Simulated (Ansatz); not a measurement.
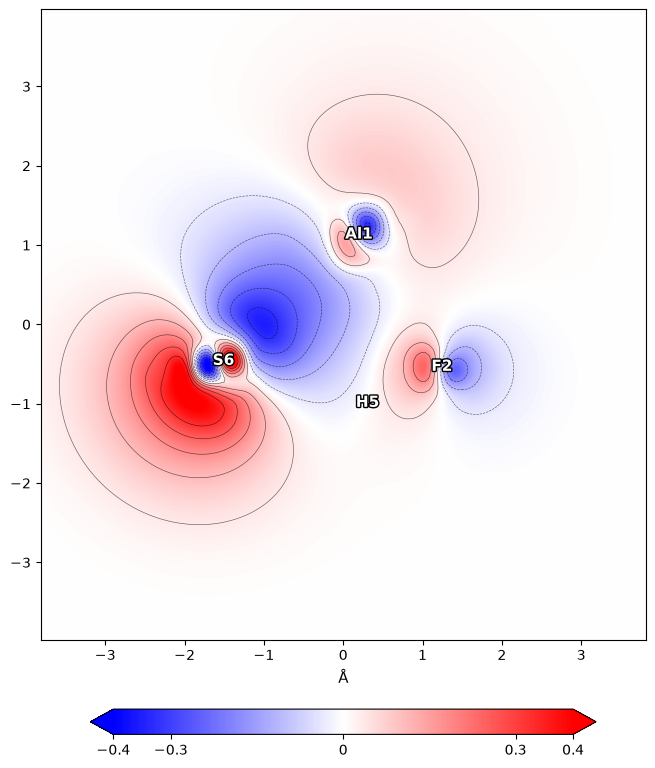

AlFH$_{4}$S. The HOMO−1 on the plane of atoms Al1, F2 and H5 (values in Å⁻³ᐟ²; the overall sign is arbitrary).

These are results of Ansatz, UKS B3LYP/def2-SVP, not measurements.

```xyz
7

Al   -0.4027   -0.7463    0.2331
F    -1.1701    0.8015   -0.7069
H    -0.7233   -2.0050   -0.6591
H    -0.7375   -0.5541    1.7624
H    -0.1767    1.0581   -0.8650
S     1.5336    0.3627   -0.4513
H     1.6765    1.0831    0.6869
```

Q: Describe this orbital and give its energy.

A: Its weight (Hirshfeld) is mainly on S6 (about 35 %), H4 (about 30 %), Al1 (about 25 %) and H3 (about 5 %). Its energy is −8.25 eV.
